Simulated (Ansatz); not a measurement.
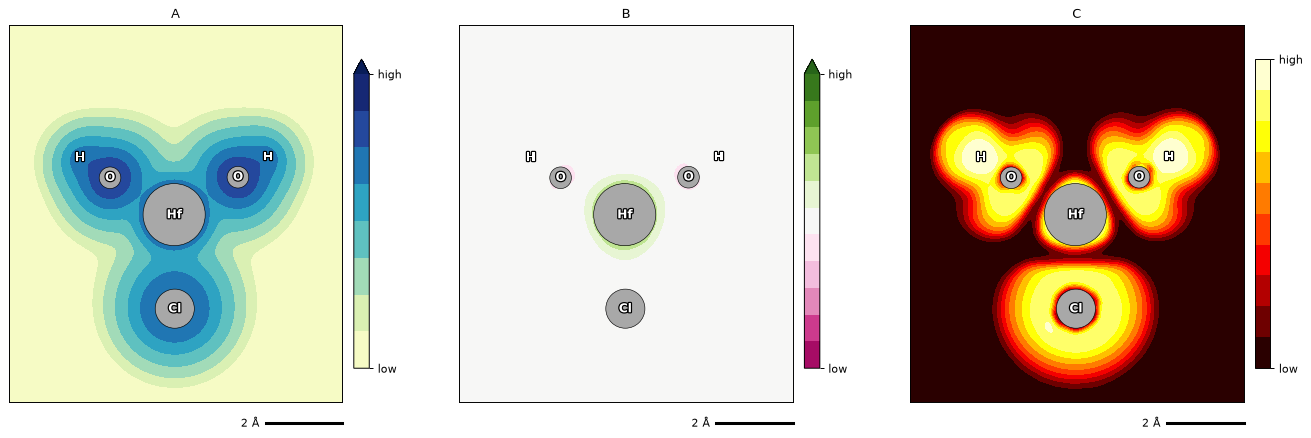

ClH2HfO2···FHO (doublet): 3 fields on the plane of atoms O3, Hf1 and O5, with unlabelled colour scales. Grey discs cover the atomic cores.

Core potentials replace the inner electrons of Hf.

Method: UHF/def2-SVP in Ansatz.

### Match the panels to the quantities (electron density, electron localisation function and spin density).

Panel A: electron density. Panel B: spin density (confined to the atoms that carry the unpaired spin). Panel C: electron localisation function. From the grid: Hf–O (1.93 Å): ρ is about 0.82 e/Å³ halfway; the ELF peaks at about 0.85 in the valence shell of O, 0.5 Å from its nucleus, and drops to about 0.15 between the two atoms. Hf–Cl (2.45 Å): the density is about 0.46 e/Å³ at the midpoint; the ELF peaks at about 0.85 in the valence shell of Cl, 0.8 Å from its nucleus, and is about 0.30 at the midpoint.
